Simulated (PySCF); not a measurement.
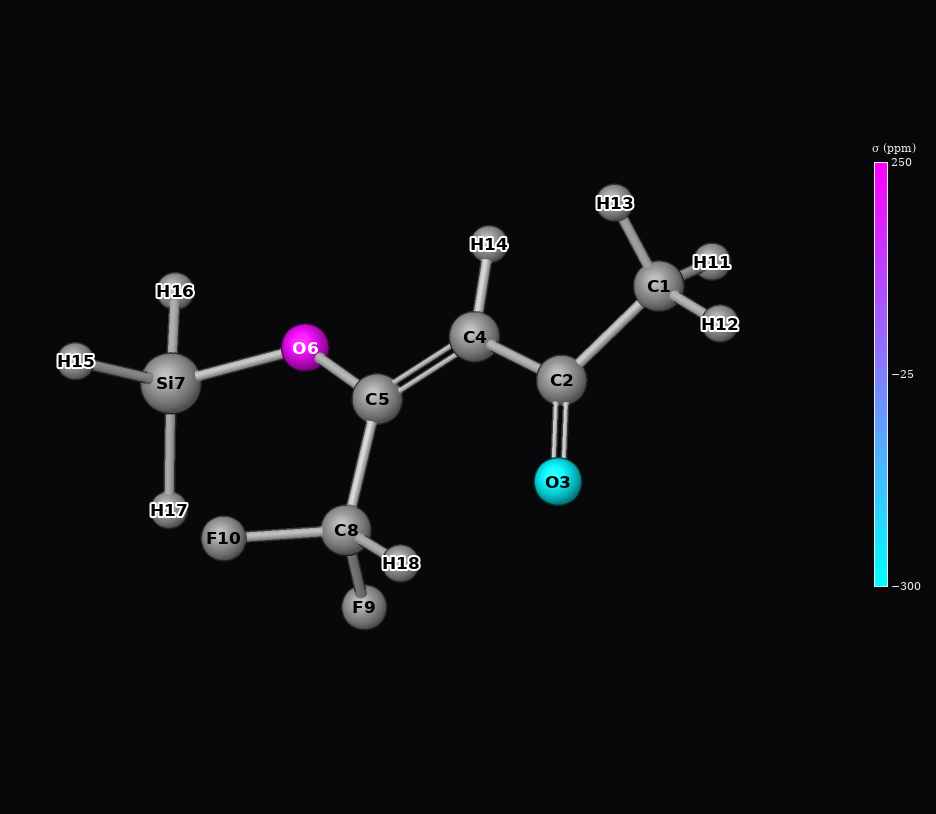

Atoms are coloured by their isotropic NMR shieldings (O only, the others grey). The geometry was computed by an optimisation with GFN2-xTB. No frequency run is at hand to confirm it as a minimum. Method: GIAO PBE0/pcSseg-1 NMR shielding, non-relativistic, gas phase (PySCF 2.14.0).

Give the isotropic NMR shieldings of the O atoms atom by atom.

| atom | σ (ppm) |
| --- | --- |
| O3 | −282.7 |
| O6 | 222.3 |

The geometry is semi-empirical. Around Si such bond lengths and angles can be off by a tenth of an ångström or more and by several degrees, and values that hang on the shape move with them.
